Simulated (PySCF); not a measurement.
Molecule: B(OH)(OMe)(OtBu), C5H13BO3, SMILES O(B(O)OC(C)(C)C)C. Atoms near the plane z = 0.0 Å, at the GFN2-xTB optimised geometry (x, y, z in Å): B1 (0.5, -0.7, 0.0), O2 (-0.1, -1.9, 0.0), H3 (0.5, -2.6, 0.0), O4 (1.9, -0.7, 0.0), C5 (2.6, 0.5, 0.0), H6 (3.3, 0.5, 0.9), H7 (3.2, 0.5, -0.9), H8 (2.0, 1.4, 0.0), O9 (-0.2, 0.5, 0.0), C10 (-1.6, 0.7, 0.0), C12 (-1.8, 2.2, 0.0), H17 (-1.4, 2.6, 0.9), H18 (-2.9, 2.4, 0.0), H19 (-1.4, 2.6, -0.9).

Computed with PySCF with B3LYP/def2-SVP. Cells within 0.4 Å of a nucleus heavier than hydrogen are left out (blank, or x). The values are rescaled to run from 0 to 1.

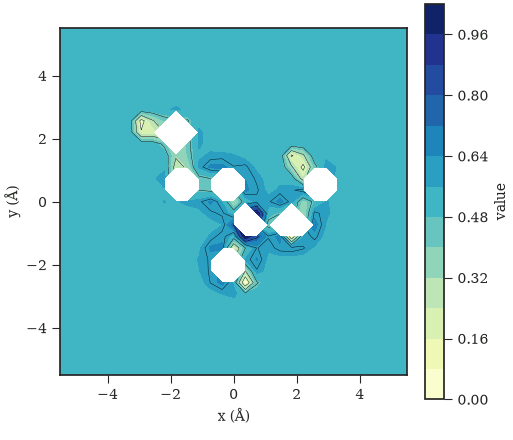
a field on the plane z = 0.0 Å.

Q: Which quantity is mapped?
A. electron localisation function
B. electrostatic potential
C. log10 of the electron density
D. Laplacian of the electron density

A: D, Laplacian of the electron density. In full: Laplacian of the electron density (e/bohr⁵), clipped to [-1.50, 1.50].
